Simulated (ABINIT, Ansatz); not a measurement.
# RbSbS3 (Pm-3m): zone-centre phonons

Aim: the zone-centre modes of RbSbS3 (Pm-3m).

Method: DFT PBEsol, scalar-relativistic, plane waves, PseudoDojo norm-conserving pseudopotentials, in ABINIT 10.8.3.

The structure was built from a prototype and need not be the compound's stable phase.

## (1) Set-up

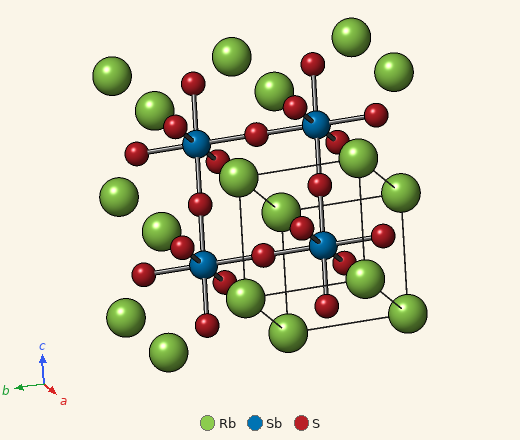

The cell as given, from a free direction (rubidium green, antimony blue, sulfur red). 1×2×2 cells are drawn. Some periodic images of atoms are drawn too.

## (2) Relaxing the cell and atoms

The harmonic expansion needs vanishing forces, and a free crystal bears no stress, so cell and atoms are brought to rest. Stress is more sensitive to the basis than forces are: the last 3 Ha under the cutoff are smoothed with ecutsm, and the cutoff is raised above that of the later runs.

The starting cell comes from a relaxation made beforehand in Ansatz (PBEsol, PseudoDojo NC).

relax.abi

```
# relaxation
ionmov 2
optcell 2
dilatmx 1.08
ntime 40
tolmxf 1.0d-05
tolvrs 1.0d-14
prtwf 0
prtden 0
chksymtnons 0

# basis, mesh and filling
ecut 44.0
ecutsm 3.0
ngkpt 6 6 6
nshiftk 1
shiftk 0.0 0.0 0.0
istwfk *1
occopt 7
tsmear 0.01
nband 30
nstep 100
diemac 1000000.0
prtebands 0
prtgsr 0
useylm 1

# cell and atoms
acell 3*1.0 Angstrom
rprim 
    5.081484595 0.0 0.0
    0.0 5.081484595 0.0
    0.0 0.0 5.081484595
ntypat 3
znucl 37 51 16
natom 5
typat 1 2 3 3 3
xred 
    0.0 0.0 0.0
    0.5 0.5 0.5
    0.5 0.5 0.0
    0.5 0.0 0.5
    0.0 0.5 0.5
pp_dirpath "./pseudo"
pseudos "Rb.upf, Sb.upf, S.upf"
```

On the command line:

```bash
$ OMP_NUM_THREADS=1 mpirun -n 4 abinit relax.abi > relax.log
```

Numbers of over 12 decimals in the logs are rounded to 6 here.

relax.abo, the main output file:

```text
[banners, grids, parts of the stress and lines that vanish by symmetry left out]
- input  file    -> relax.abi
- output file    -> relax.abo
- root for input  files -> relaxi
[...]
Symmetries : space group Pm -3 m (#221); Bravais cP (primitive cubic)
[...]
mpw =       15580          nfft =      262144          nkpt =          20
[...]
== DATASET  1 ==================================================================
[...]
cutoff_energies: {ecut:  44.0, pawecutdg:  -1.0, }
[...]
ETOT  1  -150.04172993939    -1.500E+02 7.293E-01 1.211E+03
 ETOT  2  -150.90073883473    -8.590E-01 1.340E-02 3.216E+02
 ETOT  3  -150.93219136893    -3.145E-02 6.560E-03 6.508E+00
 ETOT  4  -150.93261735227    -4.260E-04 4.355E-03 2.812E-01
 ETOT  5  -150.93262404089    -6.689E-06 5.214E-03 1.662E-02
[...]
At SCF step   14       vres2   =  4.21E-15 < tolvrs=  1.00E-14 =>converged.
[...]
sigma(1 1)= -6.28411736E-06  sigma(3 2)=  0.00000000E+00
  sigma(2 2)= -6.28411736E-06  sigma(3 1)=  0.00000000E+00
  sigma(3 3)= -6.28411736E-06  sigma(2 1)=  0.00000000E+00
[...]
convergence: {deltae:  6.111E-12, res2:  4.211E-15, residm:  2.486E-04, diffor: null, }
etotal    :  -1.50932625E+02
[...]
ETOT  1  -150.93260863617    -1.509E+02 1.551E-04 3.412E-01
[...]
At SCF step   12       vres2   =  2.66E-16 < tolvrs=  1.00E-14 =>converged.
[...]
sigma(1 1)= -5.37636281E-06  sigma(3 2)=  0.00000000E+00
  sigma(2 2)= -5.37636281E-06  sigma(3 1)=  0.00000000E+00
  sigma(3 3)= -5.37636281E-06  sigma(2 1)=  0.00000000E+00
[...]
convergence: {deltae: -6.679E-12, res2:  2.659E-16, residm:  2.924E-05, diffor: null, }
etotal    :  -1.50932627E+02
[...]
ETOT  1  -150.93195648454    -1.509E+02 2.644E-05 1.222E+01
[...]
ETOT 12  -150.93263549594    -2.842E-12 8.110E-06 1.032E-14
 ETOT 13  -150.93263549595    -2.103E-12 5.443E-06 1.917E-16
 At SCF step   13       vres2   =  1.92E-16 < tolvrs=  1.00E-14 =>converged.
[...]
sigma(1 1)= -2.98315592E-08  sigma(3 2)=  0.00000000E+00
  sigma(2 2)= -2.98315592E-08  sigma(3 1)=  0.00000000E+00
  sigma(3 3)= -2.98315592E-08  sigma(2 1)=  0.00000000E+00
[...]
convergence: {deltae: -2.103E-12, res2:  1.917E-16, residm:  5.443E-06, diffor: null, }
etotal    :  -1.50932635E+02
[...]
At Broyd/MD step   3, gradients are converged :
[...]
sigma(1 1)= -2.98315592E-08  sigma(3 2)=  0.00000000E+00
  sigma(2 2)= -2.98315592E-08  sigma(3 1)=  0.00000000E+00
  sigma(3 3)= -2.98315592E-08  sigma(2 1)=  0.00000000E+00
[...]
- sigma(1 1)= -8.77674774E-04  sigma(3 2)=  0.00000000E+00
- sigma(2 2)= -8.77674774E-04  sigma(3 1)=  0.00000000E+00
- sigma(3 3)= -8.77674774E-04  sigma(2 1)=  0.00000000E+00
[...]
fcart     -0.0000000000E+00 -0.0000000000E+00 -0.0000000000E+00
           strten     -2.9831559225E-08 -2.9831559223E-08 -2.9831559225E-08
================================================================================

[key lines of the parts left out:]
pressure_GPa:   8.7767E-04
Total energy (etotal) [Ha]= -1.50932635495946E+02
```

Wall time 3.8 min (4 MPI ranks of Intel Xeon 6975P-C (Granite Rapids), shared host).

The steps of the relaxation:

| step | energy less that of the first step (eV) | largest force (eV/Å) | volume (Å³) |
| --- | --- | --- | --- |
| 1 | 0.0000 | 0.0000 | 131.21 |
| 2 | -0.0001 | 0.0000 | 131.29 |
| 3 | -0.0003 | 0.0000 | 131.73 |

| conventional cell, symmetrised | before | after | change |
| --- | --- | --- | --- |
| a (Å) | 5.081 | 5.088 | +0.1 % |
| b (Å) | 5.081 | 5.088 | +0.1 % |
| c (Å) | 5.081 | 5.088 | +0.1 % |
| volume (Å³/atom) | 26.24 | 26.35 | +0.4 % |

Final coordinates:

```xyz
5
Lattice="5.0881 0.0000 0.0000 0.0000 5.0881 0.0000 0.0000 0.0000 5.0881" Properties=species:S:1:pos:R:3 pbc="T T T"
Rb    0.0000    0.0000    0.0000
Sb    2.5441    2.5441    2.5441
S     2.5441    2.5441    0.0000
S     2.5441    0.0000    2.5441
S     0.0000    2.5441    2.5441
```

Numbers from this step:

```yaml
volume_per_atom: 26.35 Å³
pressure: 8.78e-4 GPa
gap_on_the_k_mesh: 0 eV
```

The volume changes by +0.4 % from the cell with which this run began.

## (3) Ground state

First-order wavefunctions inherit every error of the ground state, hence the very tight tolvrs. Occupations are smeared.

gs.abi

```
# ground state
tolvrs 1.0d-16
prtden 1
prtwf 1

# basis, mesh and filling
ecut 36.0
ngkpt 6 6 6
nshiftk 1
shiftk 0.0 0.0 0.0
istwfk *1
occopt 7
tsmear 0.01
nband 30
nstep 100
diemac 1000000.0
prtebands 0
prtgsr 0
useylm 1

# cell and atoms
acell 3*1.0 Angstrom
rprim 
    5.088138701 0.0 0.0
    0.0 5.088138701 0.0
    0.0 0.0 5.088138701
ntypat 3
znucl 37 51 16
natom 5
typat 1 2 3 3 3
xred 
    0.0 0.0 0.0
    0.5 0.5 0.5
    0.5 0.5 0.0
    0.5 0.0 0.5
    0.0 0.5 0.5
pp_dirpath "./pseudo"
pseudos "Rb.upf, Sb.upf, S.upf"
```

On the command line:

```bash
$ OMP_NUM_THREADS=1 mpirun -n 4 abinit gs.abi > gs.log
```

gs.abo, the main output file:

```text
[banners, grids, parts of the stress and lines that vanish by symmetry left out]
- input  file    -> gs.abi
- output file    -> gs.abo
- root for input  files -> gsi
[...]
Symmetries : space group Pm -3 m (#221); Bravais cP (primitive cubic)
[...]
mpw =        9220          nfft =      157464          nkpt =          20
[...]
== DATASET  1 ==================================================================
[...]
cutoff_energies: {ecut:  36.0, pawecutdg:  -1.0, }
[...]
ETOT  1  -150.19067419722    -1.502E+02 4.869E-01 6.689E+02
 ETOT  2  -150.90533045031    -7.147E-01 1.102E-02 1.596E+02
 ETOT  3  -150.93173901699    -2.641E-02 6.973E-03 2.137E+00
 ETOT  4  -150.93196864532    -2.296E-04 2.230E-03 1.178E-01
 ETOT  5  -150.93197495342    -6.308E-06 2.832E-03 7.471E-03
[...]
ETOT 14  -150.93197549809     2.586E-12 1.906E-04 1.002E-15
 ETOT 15  -150.93197549809    -2.359E-12 8.186E-05 2.765E-17
 At SCF step   15       vres2   =  2.77E-17 < tolvrs=  1.00E-16 =>converged.
[...]
sigma(1 1)=  1.15839580E-05  sigma(3 2)=  0.00000000E+00
  sigma(2 2)=  1.15839580E-05  sigma(3 1)=  0.00000000E+00
  sigma(3 3)=  1.15839580E-05  sigma(2 1)=  0.00000000E+00
[...]
convergence: {deltae: -2.359E-12, res2:  2.765E-17, residm:  8.186E-05, diffor: null, }
etotal    :  -1.50931975E+02
[...]
sigma(1 1)=  1.15839580E-05  sigma(3 2)=  0.00000000E+00
  sigma(2 2)=  1.15839580E-05  sigma(3 1)=  0.00000000E+00
  sigma(3 3)=  1.15839580E-05  sigma(2 1)=  0.00000000E+00
[...]
- sigma(1 1)=  3.40811810E-01  sigma(3 2)=  0.00000000E+00
- sigma(2 2)=  3.40811810E-01  sigma(3 1)=  0.00000000E+00
- sigma(3 3)=  3.40811810E-01  sigma(2 1)=  0.00000000E+00
[...]
fcart     -0.0000000000E+00 -0.0000000000E+00 -0.0000000000E+00
           strten      1.1583957973E-05  1.1583957973E-05  1.1583957973E-05
================================================================================

[key lines of the parts left out:]
pressure_GPa:  -3.4081E-01
```

Run time: 58 s. Hardware: 4 MPI ranks.

Read from the output:

```yaml
pressure: -0.3408 GPa
```

The cell stands at -0.34 GPa: the relaxation ran with a smoothed and higher cutoff, and the difference is a stress of the finite basis.

(Continued in part 2 of 4.)

[Host names and launcher messages were left out of these logs when they were recorded.]

[Logs are printed without paths, hosts, clocks, repeated set-up lines and the standing remarks that a program may print on its own settings, such as how far it seeks lower states.]

[Hosts, paths, dates, database ids (printed as entryN), source tags and the programs' standing remarks are cut or masked in the printed files.]
